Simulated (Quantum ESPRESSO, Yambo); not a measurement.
# A GW chain in Yambo: KI (Fm-3m), part 2 of 2

Aim: the G0W0 gap of KI (Fm-3m) on PBE, step by step.

Quantum ESPRESSO 7.5 and Yambo 5.3.0; PBE and many-body steps on it, plane waves. Known limits of the many-body steps: not at the basis limit; no spin-orbit coupling.

So far. Step 2 (Ground state): The gap is direct, at Γ. Step 3 (Bands along the symmetry lines): The gap is 3.968 eV, as in the run before at this level.

## (4) Empty states on the mesh, 4×4×4 mesh, 384 bands

Level of this step: DFT, PBE, plane waves, norm-conserving pseudopotentials (Quantum ESPRESSO).

The sums over transitions need many empty states on a uniform mesh; this step solves for them.

File pw.in:

```
&control
  calculation = 'nscf'
  prefix = 'x'
  outdir = 'o'
  pseudo_dir = 'pseudo'
/
&system
  ibrav = 0
  nat = 2
  ntyp = 2
  ecutwfc = 76.0
  nbnd = 384
  force_symmorphic = .true.
/
&electrons
  conv_thr = 1e-9
  electron_maxstep = 80
  diago_full_acc = .true.
  diago_thr_init = 5e-6
/
ATOMIC_SPECIES
  K 39.098 K.upf
  I 126.9 I.upf
CELL_PARAMETERS angstrom
  0.0000000000 3.5327750000 3.5327750000
  3.5327750000 0.0000000000 3.5327750000
  3.5327750000 3.5327750000 -0.0000000000
ATOMIC_POSITIONS crystal
  K 0.0000000000 0.0000000000 0.0000000000
  I 0.5000000000 0.5000000000 0.5000000000
K_POINTS automatic
  4 4 4 0 0 0
```

Launch:

```sh
> OMP_NUM_THREADS=1 mpirun -n 4 pw.x -nk 4 -in pw.in > pw.out
```

Log:

```text
[banner, memory and clock lines left out]
Program PWSCF v.7.5 starts

     Atomic positions and unit cell read from directory:
     o/x.save/

     Message from routine setup:
     using ibrav=0 with symmetry is DISCOURAGED, use correct ibrav instead

     G-vector sticks info

     bravais-lattice index     =            0
     lattice parameter (alat)  =       9.4413  a.u.
     unit-cell volume          =     595.0789 (a.u.)^3
     number of atoms/cell      =            2
     number of atomic types    =            2
     number of electrons       =        34.00
     number of Kohn-Sham states=          384
     kinetic-energy cutoff     =      76.0000  Ry
     charge density cutoff     =     304.0000  Ry
     Exchange-correlation= PBE
                           (   1   4   3   4   0   0   0)

     celldm(1)=   9.441258  celldm(2)=   0.000000  celldm(3)=   0.000000
     celldm(4)=   0.000000  celldm(5)=   0.000000  celldm(6)=   0.000000

     crystal axes: (cart. coord. in units of alat)
               a(1) = (   0.000000   0.707107   0.707107 )
               a(2) = (   0.707107   0.000000   0.707107 )
               a(3) = (   0.707107   0.707107  -0.000000 )

     reciprocal axes: (cart. coord. in units 2 pi/alat)
               b(1) = ( -0.707107  0.707107  0.707107 )
               b(2) = (  0.707107 -0.707107  0.707107 )
               b(3) = (  0.707107  0.707107 -0.707107 )
     Pseudo is Norm-conserving + core correction, Zval =  9.0
     Generated using ONCVPSP code by D. R. Hamann
     Using radial grid of 2222 points,  6 beta functions with:
     Pseudo is Norm-conserving + core correction, Zval = 25.0
     Generated using ONCVPSP code by D. R. Hamann
     Using radial grid of 1188 points,  8 beta functions with:
     K                 9.00    39.09800     K ( 1.00)
     I                25.00   126.90000     I ( 1.00)

     48 Sym. Ops., with inversion, found

   Cartesian axes

     site n.     atom                  positions (alat units)
         1        K      tau(   1) = (   0.0000000   0.0000000   0.0000000  )
         2        I      tau(   2) = (   0.7071068   0.7071068   0.7071068  )

     number of k points=     8
                       cart. coord. in units 2pi/alat
        k(    1) = (   0.0000000   0.0000000   0.0000000), wk =   0.0312500
        k(    2) = (   0.1767767   0.1767767  -0.1767767), wk =   0.2500000
        k(    3) = (  -0.3535534  -0.3535534   0.3535534), wk =   0.1250000
[...]
k(    7) = (  -0.7071068   0.0000000   0.0000000), wk =   0.0937500
        k(    8) = (  -0.7071068   0.3535534   0.0000000), wk =   0.1875000

     Dense  grid:    53377 G-vectors     FFT dimensions: (  54,  54,  54)

     The potential is recalculated from file :
     o/x.save/charge-density

     Starting wfcs are   18 randomized atomic wfcs +  366 random wfcs

     Band Structure Calculation

     End of band structure calculation

          k = 0.0000 0.0000 0.0000 (  6615 PWs)   bands (ev):

  -170.5835-117.4416-117.4416-117.4416 -39.8304 -39.8304 -39.8214 -39.8214
   -39.8214 -25.6599  -9.1471  -9.1471  -9.1471  -7.6826   2.8347   2.8347
     2.8347   6.8023   9.3581   9.3581   9.3581  10.0787  10.0787  12.6277
    15.5384  15.5384  15.5384  15.8454  15.8454  15.8454  17.8809  17.8809
[...]
[... 36 further rows ...]
[...]
k = 0.1768 0.1768-0.1768 (  6639 PWs)   bands (ev):

  -170.5835-117.4417-117.4416-117.4416 -39.8368 -39.8368 -39.8294 -39.8257
[...]
[... 36 further rows ...]
[...]
k =-0.3536-0.3536 0.3536 (  6658 PWs)   bands (ev):

  -170.5835-117.4418-117.4417-117.4417 -39.8399 -39.8399 -39.8382 -39.8285
[...]
[... 36 further rows ...]
   142.2522 142.4195 142.4195 142.5843 143.1703 143.7223 143.7223 144.2550
   144.2550 144.9496 144.9496 145.4800 145.8483 145.8483 145.9045 146.0187

          k = 0.3536 0.0000 0.0000 (  6643 PWs)   bands (ev):

     [... further k-points ...]

     highest occupied, lowest unoccupied level (ev):     2.8347    6.8023

     XML data file, pseudopotentials, collected wavefunctions
```

Run time: 97 s. Hardware: 4 MPI ranks of Intel Xeon Platinum 8259CL at 2.50GHz (Skylake/Cascade Lake), shared host; peak memory 1.2 GiB.

This step gave:

- gap: 3.968 eV
- k of the valence top: 0, 0, 0
- k of the conduction bottom: 0, 0, 0
- least direct gap: 3.968 eV
- k points computed: 8
- lowest point of the top converged band, above the valence top: 142.3339 eV

On this mesh the gap is 3.968 eV.

## (5) Conversion and set-up

This step: Yambo 5.3.0; conversion and set-up on PBE, plane waves, norm-conserving pseudopotentials.

The states are converted to the many-body program's format and the q mesh is built.

Launch:

```sh
> (cd o/x.save; p2y > p2y.log; mv SAVE ../..); yambo > setup.log
```

Log:

```text
 Yambo, version 5.3.0

 [02] CORE Variables Setup
 =========================

  [02.01] Unit cells
  ==================

  Cell kind             :  FCC
  Atoms in the cell     :  K  I
  number of K  atoms    :  1
  number of I  atoms    :  1

  List of atomic masses
  Mass of K     :  39.09800
  Mass of I     :  126.9000

  List of atomic coordinates    : [cc]
  K1       :  0.000000  0.000000  0.000000  order 1
  I1       :  6.675977  6.675977  6.675977  order 2

  Alat factors          :  6.675977  6.675977  6.675977 [a.u.]
  Direct lattice volume :  595.0789 [a.u.]
  Direct lattice vectors:  A[ 1 ]  A[ 2 ]  A[ 3 ]
   A[ 1 ]:  0.000000  1.000000  1.000000  [iru]
   0.000000  6.675977  6.675977  [cc]
   A[ 2 ]:  1.000000  0.000000  1.000000  [iru]
   6.675977  0.000000  6.675977  [cc]
   A[ 3 ]:  1.000000  1.000000 -0.000000  [iru]
   6.675977  6.675977 -0.000000  [cc]

  Recip. lattice volume :  0.416836 [a.u.]
  Recip. lattice vectors:  B[ 1 ]  B[ 2 ]  B[ 3 ]
   B[ 1 ]: -0.500000  0.500000  0.500000  [iku]
  -0.470582  0.470582  0.470582  [cc]
   B[ 2 ]:  0.500000 -0.500000  0.500000  [iku]
   0.470582 -0.470582  0.470582  [cc]
   B[ 3 ]:  0.500000  0.500000 -0.500000  [iku]
   0.470582  0.470582 -0.470582  [cc]

  [02.02] Symmetries
  ==================

  Inversion symmetry    : yes
  Spatial inversion     : yes
  Inversion index       :  25
  K-space Time-reversal : no
  Magnetic symmetries   : no
  Group table correct   : yes
  Symmetries units      :  [cc]

   [S  1]:   1.0000      0.66965E-17  0.66965E-17  0.66965E-17   1.0000     -0.66965E-17 -0.66965E-17 -0.66965E-17   1.0000
   [S  2]:  -1.0000     -0.66965E-17  0.66965E-17 -0.66965E-17  -1.0000     -0.66965E-17  0.66965E-17  0.66965E-17   1.0000
   [S  3]:  -1.0000      0.66965E-17 -0.66965E-17 -0.66965E-17   1.0000      0.66965E-17  0.66965E-17 -0.66965E-17  -1.0000
[...]
[... 36 further rows ...]
   [S 47]:  0.66965E-17   1.0000     -0.66965E-17 -0.66965E-17  0.66965E-17  -1.0000       1.0000     -0.66965E-17  0.66965E-17
   [S 48]:  0.66965E-17  -1.0000      0.66965E-17 -0.66965E-17 -0.66965E-17   1.0000       1.0000      0.66965E-17 -0.66965E-17

  [02.03] Reciprocal space
  ========================

  nG shells         :   461
  nG charge         :   53377
  nG WFs            :   7773
  nC WFs            :   6710
  G-vecs. in first 46 shells:  [ Number ]
     1    9   15   27   51   59   65   89  113
    137   169   181   229   259   283   307   331   339
    387   411   459   531   537   561   609   645   701
[...]
1639
  ...
  Shell energy in first 46 shells:  [ mHa ]
[...]
8414.99      8857.89      9190.06      9300.78      9743.67      10075.8      10629.5      10961.6      11072.4
    11515.3      11847.4      11958.1      12733.2      12843.9      13286.8      13619.0      14172.6      14504.8
    14615.5
  ...

[...]
K/Q-points units:
  rlu = crystal or reduced units; cc = cartesian coordinates; iku = interal k-units

  K [1]          [rlu]:  0.000000  0.000000  0.000000
         WF components:   6615
  K [2]          [rlu]: -0.66843E-18 -0.66843E-18  0.25000
         WF components:   6639
  K [3]          [rlu]:  0.13369E-17  0.13369E-17 -0.50000
         WF components:   6658
  K [4]          [rlu]:  0.20426E-17  0.25000      0.25000
         WF components:   6643
  K [5]          [rlu]:  0.20221E-16  0.25000     -0.50000
         WF components:   6674
  [... 2 further k-points ...]
  K [8]          [rlu]:  0.250000 -0.500000 -0.250000
         WF components:   6652

  [02.05] Energies & Occupations
  ==============================

  [X] === General ===
  [X] Electronic Temperature                        :  0.000000  0.000000 [eV K]
  [X] Bosonic    Temperature                        :  0.000000  0.000000 [eV K]
  [X] Finite Temperature mode                       : no
  [X] El. density                                   :  0.38557E+24 [cm-3]
  [X] Fermi Level                                   :  2.834744 [eV]

  [X] === Gaps and Widths ===
  [X] Conduction Band Min                           :  3.967596 [eV]
  [X] Valence Band Max                              :  0.000000 [eV]
  [X] Filled Bands                                  :  17
  [X] Empty Bands                                   :    18   384
  [X] Direct Gap                                    :  3.967596 [eV]
  [X] Direct Gap localized at k                     :  1
  [X] Indirect Gap                                  :  3.967596 [eV]
  [X] Indirect Gap between kpts                     :  1  1
  [X] Last valence band width                       :  0.596216 [eV]
  [X] 1st conduction band width                     :  2.515619 [eV]

  E @ K [1]:  [eV]
  -173.4182 -120.2763 -120.2763 -120.2763  -42.6651  -42.6651  -42.6562  -42.6562
   -42.656      -28.495      -11.982      -11.982      -11.982      -10.517     -0.57060E-11 -0.12571E-11
   0.000000  3.967596  6.523315  6.523315  6.523315  7.243998  7.243998  9.792981
[...]
occ @ K [1]
[...]
E @ K [2]:  [eV]
[...]
occ @ K [2]
[...]
E @ K [3]:  [eV]
[...]
occ @ K [3]
[...]
E @ K [4]:  [eV]
[...]
occ @ K [4]
[...]
E @ K [5]:  [eV]
[...]
occ @ K [5]
[...]
[... 2 further k-points ...]
  E @ K [8]:  [eV]
[...]
occ @ K [8]
[...]
0.000000  0.000000  0.000000  0.000000  0.000000  0.000000  0.000000  0.000000
   0.000000  0.000000  0.000000  0.000000  0.000000  0.000000  0.000000  0.000000

 [03] Transferred momenta grid and indexing
 ==========================================

 IBZ Q-points                                      :   8
 BZ  Q-points                                      :   64

 K/Q-points units:
 rlu = crystal or reduced units; cc = cartesian coordinates; iku = interal k-units

 Q [1]          [rlu]:  0.000000  0.000000  0.000000
 Q [2]          [rlu]: -0.66843E-18 -0.66843E-18  0.25000
 Q [3]          [rlu]:  0.13369E-17  0.13369E-17 -0.50000
[...]
Q [7]          [rlu]: -0.40852E-17 -0.50000     -0.50000
 Q [8]          [rlu]:  0.250000 -0.500000 -0.250000

  [03.01] X indexes
  =================

   [03.01.01] Sigma indexes
   ========================

 [06] Game Over & Game summary
```

Run time: 6.4 s. Hardware: 1 MPI rank; peak memory 0.26 GiB.

## (6) Screening and self-energy, 4×4×4 mesh, 167 bands, screening to 156.5 eV

Now the one-shot GW correction: screening in the RPA, then the self-energy of the levels asked for.

This step: G0W0 on PBE, plane waves, norm-conserving pseudopotentials.

File gw2.in:

```
HF_and_locXC
gw0
dyson
ppa
em1d
rim_cut
RandQpts= 1000000
RandGvec= 1 RL
EXXRLvcs= 76 Ry
VXCRLvcs= 304 Ry
Chimod= "HARTREE"
% BndsRnXp
 1 | 167 |
%
NGsBlkXp= 11.5 Ry
% LongDrXp
 1 | 1 | 1 |
%
% GbndRnge
 1 | 167 |
%
DysSolver= "n"
ExtendOut
PPAPntXp= 27.21138 eV
% QPkrange
 1 | 1 | 16 | 19 |
%
```

Launch:

```sh
> OMP_NUM_THREADS=1 mpirun -n 4 yambo -F gw2.in -J gw2 -C gw2 > gw2.log
```

Log:

```text
 Yambo, version 5.3.0

 [02] CORE Variables Setup
 =========================

  [... cell, symmetries and grids as in the set-up ...]

  [02.05] Energies & Occupations
  ==============================

  [X] === General ===
  [X] Electronic Temperature                        :  0.000000  0.000000 [eV K]
  [X] Bosonic    Temperature                        :  0.000000  0.000000 [eV K]
  [X] Finite Temperature mode                       : no
  [X] El. density                                   :  0.38557E+24 [cm-3]
  [X] Fermi Level                                   :  2.834744 [eV]

  [X] === Gaps and Widths ===
  [X] Conduction Band Min                           :  3.967596 [eV]
  [X] Valence Band Max                              :  0.000000 [eV]
  [X] Filled Bands                                  :  17
  [X] Empty Bands                                   :    18   384
  [X] Direct Gap                                    :  3.967596 [eV]
  [X] Direct Gap localized at k                     :  1
  [X] Indirect Gap                                  :  3.967596 [eV]
  [X] Indirect Gap between kpts                     :  1  1
  [X] Last valence band width                       :  0.596216 [eV]
  [X] 1st conduction band width                     :  2.515619 [eV]

 [03] Transferred momenta grid and indexing
 ==========================================

 IBZ Q-points                                      :   8
 BZ  Q-points                                      :   64

 K/Q-points units:
 rlu = crystal or reduced units; cc = cartesian coordinates; iku = interal k-units

 Q [1]          [rlu]:  0.000000  0.000000  0.000000
 Q [2]          [rlu]: -0.66843E-18 -0.66843E-18  0.25000
 Q [3]          [rlu]:  0.13369E-17  0.13369E-17 -0.50000
 Q [4]          [rlu]:  0.20426E-17  0.25000      0.25000
 Q [5]          [rlu]:  0.31425E-16  0.25000      0.50000
 Q [6]          [rlu]:  0.13369E-17  0.25000     -0.25000
 Q [7]          [rlu]: -0.40852E-17 -0.50000     -0.50000
 Q [8]          [rlu]:  0.250000 -0.500000 -0.250000

 [04] Coloumb potential Random Integration (RIM)
 ===============================================

  [04.01] RIM initialization
  ==========================

  * Diagonal components only detected *

  8 x (sBL volume)        :  0.052104 [a.u.]
  sBZ random points       :  1000000
  Points outside the sBZ  :   7968281
  RL volume               :  0.416836 [a.u.]
  Integrated volume       :  0.418495 [a.u.]

  [04.02] RIM integrals
  =====================

  Gamma point sphere radius             :  0.067750 [a.u.]
  Points outside the sphere             :   800476
  [Int_sBZ(q=0) 1/q^2]*(Vol_sBZ)^(-1/3) =:  7.776341
                                 should be <:  7.795600

  Summary of Coulomb integrals for non-metallic bands |Q|[au] RIM/Bare

  Q [1] 0.100000E-4 0.997530 * Q [2] 0.203768 1.068480
  Q [4] 0.235291 1.066792 * Q [6] 0.332752 1.029814
  Q [5] 0.390186 1.022655 * Q [3] 0.407536 1.020683
  Q [7] 0.470582 1.017590 * Q [8] 0.526126 1.014612

 [WARNING] [Xp] User bands 1-167 break level degeneracy

 [05] Dipoles
 ============

  [05.01] Setup: observables and procedures
  =========================================

 [06] Dynamic Dielectric Matrix (PPA)
 ====================================

 [WR./gw2//ndb.pp]---------------------------------------------------------------
  Brillouin Zone Q/K grids (IBZ/BZ)                :    8   64    8   64
  RL vectors                                       :   7799 [WF]
  Coulomb cutoff potential                         : none
  Electronic Temperature                           :  0.000000 [K]
  Bosonic    Temperature                           :  0.000000 [K]
  PPA    diel. fun.  energies                      : Perdew, Burke & Ernzerhof(X)+Perdew, Burke & Ernzerhof(C)
  wavefunctions                                    : Perdew, Burke & Ernzerhof(X)+Perdew, Burke & Ernzerhof(C)
  Global Gauge                                     : length
  X matrix size                                    :   459
  X band range                                     :    1  167
  X e/h energy range                               : -1.000000 -1.000000 [eV]
  X Time ordering                                  : R
  X Hxc Kernel                                     : HARTREE
  X Drude frequency                                :  0.000000  0.000000
  X poles                                          :  100.0000 [o/o]
  RL vectors in the sum                            :   7799
  [r,Vnl] included                                 : yes
  Field direction                                  :  0.577350E-5  0.577350E-5  0.577350E-5
  BZ energy Double Grid                            : no
  BZ energy DbGd points                            : 0
  BZ Q point size factor                           : -1.000000
  X Optical Averaged directions                    : none

 [07] Local Exchange-Correlation + Non-Local Fock
 ================================================

 [VXC] Plane waves :   53377
 [EXS] Plane waves :   6735

 QP @ state[ 1 ] K range:  1  1
 QP @ state[ 1 ] b range:  16  19

 [xc] Functional : Perdew, Burke & Ernzerhof(X)+Perdew, Burke & Ernzerhof(C)
 [xc] LIBXC used to calculate xc functional
  PP Number of Atomic Species                      :  2
  NLCC RL compoments                               :   53377
  PP Number of Atomic Species                      :  2
  NLCC RL compoments                               :   53377

 [xc] E_xc :  -26.22148 [Ha]
      E_xc :  -52.44295 [Ry]

  Local XC kind (lXC) : Perdew, Burke & Ernzerhof(X)+Perdew, Burke & Ernzerhof(C)
  Non-Local XC kind (nlXC) : Hartree-Fock

  Corrections @ K [1] :  [eV]
 <16|nlXC|16> = -16.25149  0.18994E-18 <16|lXC|16> = -13.18414  0.000000
 <17|nlXC|17> = -16.25157  0.27936E-17 <17|lXC|17> = -13.18414  0.000000
 <18|nlXC|18> = -3.749256  0.81879E-18 <18|lXC|18> = -7.190462  0.000000
 <19|nlXC|19> = -3.670704 -0.12127E-17 <19|lXC|19> = -7.985012  0.000000

 [08] Dyson equation: Newton solver
 ==================================

  [08.01] G0W0 (W PPA)
  ====================

  [  GW  ] Bands range     :    1  167
  [GW/PPA] G damping       :  0.100000 [eV]

  QP @ state[ 1 ] K range:  1  1
  QP @ state[ 1 ] b range:  16  19

   Sc/G bands                                       :    1  167
   Sc/G damping                                     :  0.100000 ev
   Sc bands terminator                              : no
   Sx RL components                                 :   6735

   QP @ state[ 1 ] K range                          :  1  1
   QP @ state[ 1 ] b range                          :  16  19
   GF energies kind                                 : Perdew, Burke & Ernzerhof(X)+Perdew, Burke & Ernzerhof(C)
   GF WF`s kind                                     : Perdew, Burke & Ernzerhof(X)+Perdew, Burke & Ernzerhof(C)
   Xs energies kind                                 : Perdew, Burke & Ernzerhof(X)+Perdew, Burke & Ernzerhof(C)
   Xs WF`s kind                                     : Perdew, Burke & Ernzerhof(X)+Perdew, Burke & Ernzerhof(C)

 [11] Game Over & Game summary
```

The job ended after 12 min (4 MPI ranks; peak memory 2.2 GiB).

Numbers from this step:

```yaml
g0w0_gap_on_the_points_computed: 6.052 eV
starting_gap_on_the_mesh: 3.968 eV
k_of_the_valence_top: 0, 0, 0
k_of_the_conduction_bottom: 0, 0, 0
least_direct_g0w0_gap_on_the_computed_points: 6.052 eV
z_at_the_valence_top: 0.8260
z_at_the_conduction_bottom: 0.8630
```

The gap on the mesh goes from 3.97 eV to 6.05 eV, a correction of +2.08 eV.

Limits: finite bands, cutoff and mesh; no spin-orbit coupling. v1 is the top filled band, c1 the lowest empty one. The levels before and after the correction (eV, zero at the valence-band top of each column):

|  | conduction bottom | valence top |
| --- | --- | --- |
| Kohn-Sham | 3.97 | 0.00 |
| G0W0 | 6.05 | 0.00 |

|  | level | energy (eV) |
| --- | --- | --- |
| Kohn-Sham | Γ v2-v1 | 0.000 |
| Kohn-Sham | Γ c1 | 3.968 |
| Kohn-Sham | Γ c2 | 6.523 |
| G0W0 | Γ v2-v1 | 0.000 |
| G0W0 | Γ c1 | 6.052 |
| G0W0 | Γ c2 | 9.227 |

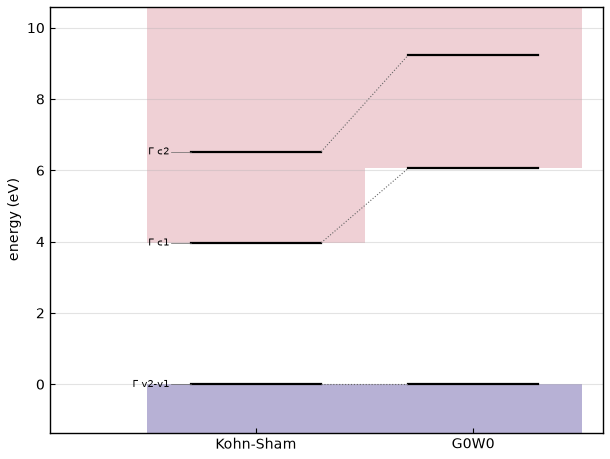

Levels before and after the correction. Shaded: valence and conduction bands.

## (7) Where the time went

Times are wall times on the hardware named with each run, good to a factor of about two.

| step | time | share | memory (GiB) |
| --- | --- | --- | --- |
| ground state | 19 s | 2 % | 0.39 |
| bands along the symmetry lines | 20 s | 2 % | 0.33 |
| empty states on the mesh | 97 s | 11 % | 1.2 |
| conversion and set-up | 6.4 s | 1 % | 0.26 |
| screening and self-energy | 12 min | 84 % | 2.2 |

## (8) Summary of results

```
PBE gap              : 3.97 eV, direct
G0W0 gap on the mesh : 6.05 eV
GW settings          : 4×4×4 mesh, 167 bands, screening to 156.5 eV, Godby-Needs plasmon pole
known limits         : not at the basis limit; no spin-orbit coupling
```

What this shows: G0W0 moves the gap on the mesh from 3.97 eV to 6.05 eV (+2.08 eV), with Z of 0.83 and 0.86 at the edges. Only 1 of the mesh's irreducible points was corrected, so a valley elsewhere could overtake. The dearest step here is «screening and self-energy». Bands and cutoff are finite, so the gap is not at the basis limit. The miss can reach some tenths of an eV and take either sign; the mesh is an error of its own. In the G0W0 run levels were corrected at 1 k point alone, so a gap called «on the mesh» is the least over those, and an edge elsewhere would be missed. The many-body steps are scalar-relativistic: spin-orbit coupling is not in them.

[Paths, hosts, dates, memory and timing lines, banners, echoed tables and standing remarks are left out of the program output.]

[Logs are printed without paths, hosts, clocks, repeated set-up lines and the standing remarks that a program may print on its own settings, such as how far it seeks lower states.]

[Runs of the session that timed out or met a known fault of the program may be left out.]

[Hosts, paths, dates, database ids (printed as entryN), source tags and the programs' standing remarks are cut or masked in the printed files.]
